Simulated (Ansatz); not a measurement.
**O2F (SMILES [O]OF): UHF/def2-TZVPPD**

What is the vertical ionisation energy of O2F at UHF/def2-TZVPPD? 

Program for the calculation: Ansatz 0.2.0.

19 further runs of the same task are left out: 19 set aside as unsound or not needed.

## 1. The structure to begin with

The species is O2F (3 atoms), meant as a doublet with charge 0. As SMILES, `[O]OF`. The coordinates come from a PBE0-D4/def2-TZVP relaxation.

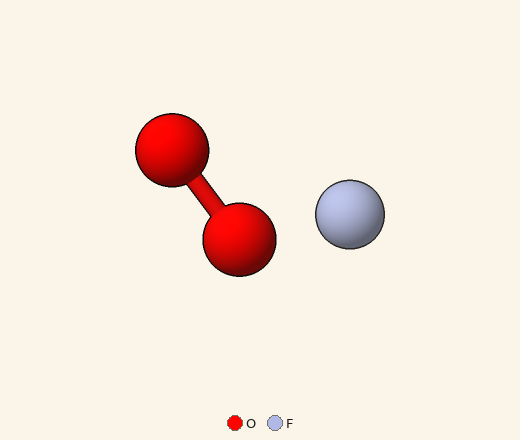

Viewed from a chosen angle; oxygen red, fluorine light blue.

## 2. The energy at UHF/def2-TZVPPD

Contents of input.yaml:

```yaml
crystal:
  periodic: [false, false, false]
  atoms:
    - symbol: O
      position_ang: [0.933400, -0.295440, 0.482240]
    - symbol: O
      position_ang: [0.133270, 0.497870, 0.127930]
    - symbol: F
      position_ang: [-1.066650, -0.202430, -0.610160]
basis:
  gaussian: {orbitals: def2-TZVPPD.json}
accuracy: high
magnetization: {spin_polarized: true, initial_magnetization: 1}
hamiltonian: {xc: hf}
output: {orbitals: {seedname: orbitals}}
```

The basis set def2-TZVPPD is read from a file made from the Basis Set Exchange's data (not shown).

On the command line:

```sh
$ ansatz run input.yaml --threads 1 --pin off --max-ram 3480MiB --events-out events.jsonl --progress --plain --runs-dir runs
```

The program printed:

```text
Warning: RAYON_NUM_THREADS=1 ignored (pool sized by the plan → 1); use --threads N
Functional definition: HF
  name "HF"
  exchange = exact_x
  correlation = 0
1818 factors; integrals over basis functions are off by at most 3.7e-9 eV
mean field evaluation 1: about -6771.7251 eV, gradient 3.1e1 eV
mean field evaluation 2: about -6771.7302 eV, gradient 3.1e1 eV
mean field evaluation 4: about -6775.3699 eV, gradient 3.8e0 eV
mean field evaluation 8: about -6775.7671 eV, gradient 1.2e0 eV
mean field evaluation 16: about -6776.7477 eV, gradient 2.4e-2 eV
mean field evaluation 32: about -6775.8556 eV, gradient 7.7e-1 eV
mean field evaluation 64: about -6774.9199 eV, gradient 6.1e0 eV
mean field evaluation 96: about -6774.8540 eV, gradient 2.2e0 eV
mean field evaluation 128: about -6775.7694 eV, gradient 4.5e-4 eV
mean field -6776.74770884 eV, -249.0408848553 hartree, gradient 2.4e-8 eV, S^2 1.435016; 5 other end points of the search recorded, 0 dependent functions left out
reference -6776.74770884 eV, -249.0408848553 hartree; 13, 12 occupied and 107, 108 virtual orbitals, 1818 factors
Total energy: -6776.74770884 eV, -249.0408848553 hartree
```

Wall time 12 s (1 thread of Arm Neoverse V1, shared host); peak memory 0.32 GiB.

## 3. The singlet cation, same level

Contents of job.yaml:

```yaml
crystal:
  periodic: [false, false, false]
  atoms:
    - {symbol: O, position_ang: [0.933400, -0.295440, 0.482240]}
    - {symbol: O, position_ang: [0.133270, 0.497870, 0.127930]}
    - {symbol: F, position_ang: [-1.066650, -0.202430, -0.610160]}
basis:
  gaussian:
    orbitals: def2-TZVPPD.json
total_charge: 1
hamiltonian:
  xc: hf
accuracy: high
output: {orbitals: {seedname: orbitals}}
```

The basis set def2-TZVPPD is read from a file made from the Basis Set Exchange's data (not shown).

On the command line:

```sh
$ ansatz run job.yaml --threads 1 --pin off --max-ram 3480MiB --events-out events.jsonl --progress --plain --runs-dir runs
```

The program printed:

```text
Warning: RAYON_NUM_THREADS=1 ignored (pool sized by the plan → 1); use --threads N
[... 4 set-up lines as earlier in the session ...]
1818 factors; integrals over basis functions are off by at most 3.7e-9 eV
mean field evaluation 1: about -6752.4263 eV, gradient 6.5e1 eV
mean field evaluation 2: about -6752.4318 eV, gradient 6.5e1 eV
mean field evaluation 4: about -6760.7259 eV, gradient 1.3e1 eV
mean field evaluation 8: about -6762.5250 eV, gradient 2.4e0 eV
mean field evaluation 16: about -6762.5389 eV, gradient 9.9e-6 eV
mean field evaluation 32: about -6758.5512 eV, gradient 3.7e0 eV
mean field -6762.53893477 eV, -248.5187220392 hartree, gradient 1.8e-8 eV, S^2 0.000000; 0 other end points of the search recorded, 0 dependent functions left out
reference -6762.53893477 eV, -248.5187220392 hartree; 12, 12 occupied and 108, 108 virtual orbitals, 1818 factors
Total energy: -6762.53893477 eV, -248.5187220392 hartree
```

Run time: 4.2 s. Hardware: 1 thread of Arm Neoverse V1, shared host; peak memory 0.28 GiB.

## 4. Outcome

Level: UHF/def2-TZVPPD.

```
                                          quantity          value
                         doublet O2F: total energy  -249.04088 Eh
   doublet O2F: HOMO energy (highest over α and β)      -15.07 eV
    doublet O2F: LUMO energy (lowest over α and β)        2.18 eV
                                 doublet O2F: ⟨S²⟩          1.435
                      singlet cation: total energy  -248.51872 Eh
                       singlet cation: HOMO energy      -24.81 eV
                       singlet cation: LUMO energy      -10.36 eV
                     singlet cation: HOMO–LUMO gap       14.44 eV
vertical ionisation energy (to the singlet cation)      14.209 eV
```

Removing an electron at fixed nuclei costs 14.21 eV (1371 kJ/mol). Only the singlet of the ionised species was computed; a triplet could lie lower. ⟨S²⟩ (doublet O2F) is 1.44 where a pure doublet has 0.75: the reference is spin-contaminated.
